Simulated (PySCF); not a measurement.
## Electronic structure of Cl3H3OSi2 in real space

Input file:

```
{"job": {"kind": "uv", "xc": "CAM-B3LYP", "basis": "def2-SVPD", "ip": true, "nstates": 10}, "charge": 0, "multiplicity": 1}
Si    -0.884476    -1.044453     0.647528
Cl    -0.678747    -0.659703     2.641167
Cl    -0.810730    -3.053745     0.338218
Cl    -2.692531    -0.330674     0.022380
O      0.312126    -0.336951    -0.179682
Si     1.058346     1.046592    -0.750479
H      2.443850     0.675623    -1.142238
H      0.305488     1.557687    -1.929692
H      1.079414     2.076164     0.327139
```

Run with:

```sh
OMP_NUM_THREADS=1 python probes_run.py task.json out
```

Geometry: PBE0-D3(BJ)/def2-SVP.

Theory: CAM-B3LYP/def2-SVPD, SCF density, gas phase in PySCF 2.14.0.

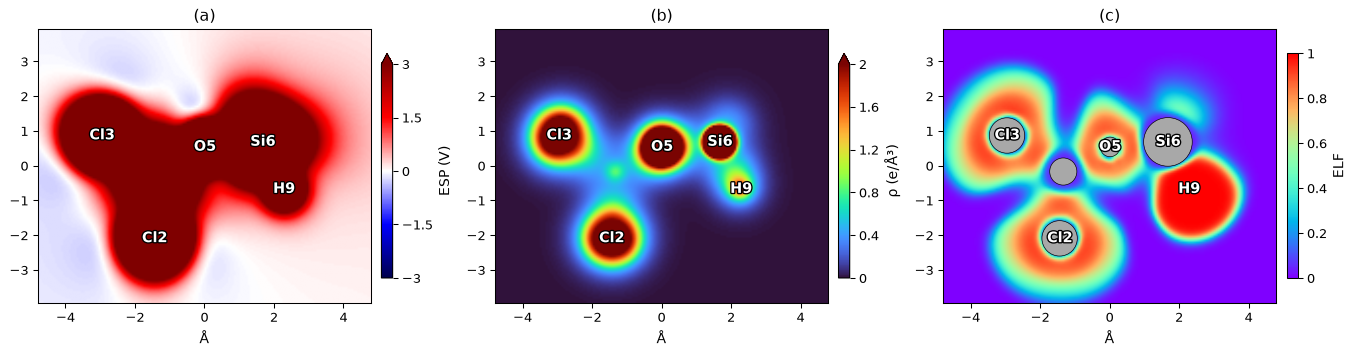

Figure 1. (a) electrostatic potential; (b) total electron density; (c) electron localisation function on the plane of atoms O5, Si6 and H9. Grey discs cover the atomic cores in the ELF map.

Q: Read the bonding off the picture.

A:
- The plane passes through Cl, O, Si and H nuclei.
- Si–H (1.49 Å): the density is about 0.79 e/Å³ at the midpoint; the ELF climbs to about 1 towards the hydrogen, as it does in any bond to H.
- Si–O (1.67 Å): ρ at the midpoint is about 1 e/Å³; the ELF peaks at about 0.85 between the atoms; a shared but strongly polarised pair.
- The ELF also peaks beside Cl2, Cl3 and O5, away from the bonds: lone-pair regions.
- The potential has no marked negative region in this plane.

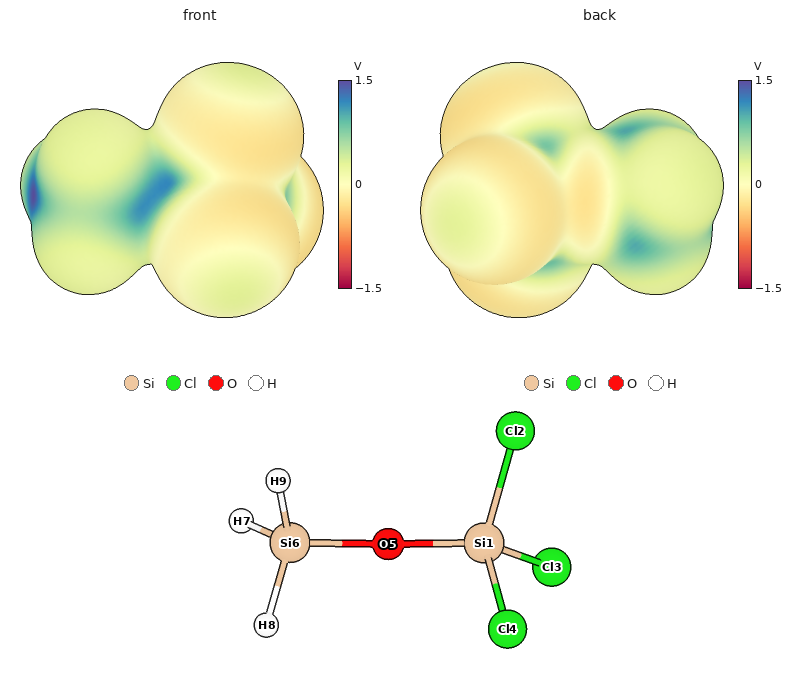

Figure 2. The molecular electrostatic potential painted on the density surface at 0.001 e/bohr³, seen from the front and from behind; the colour scale runs from red (negative) to blue (positive). The bare structure is drawn below in the same view.

Q: Which sites attract a positive test charge, and which a negative one?

A: A positive charge is drawn to the negative regions and a negative charge to the positive ones. The most negative region (about −0.3 V) lies over Cl2, Cl3, Cl4 and O5, the most positive (about +1.3 V, or +30 kcal/mol for a unit charge) over Si6. Cl2 shows a σ-hole: about +0.3 V at the tip opposite its bond, against about −0.2 V on its flanks. Cl3 shows a σ-hole: about +0.3 V at the tip opposite its bond, against about −0.2 V on its flanks. Cl4 shows a σ-hole: about +0.3 V at the tip opposite its bond, against about −0.2 V on its flanks.

Q: What dipole moment does the calculation give?

A: Its dipole moment is 1.72 D.
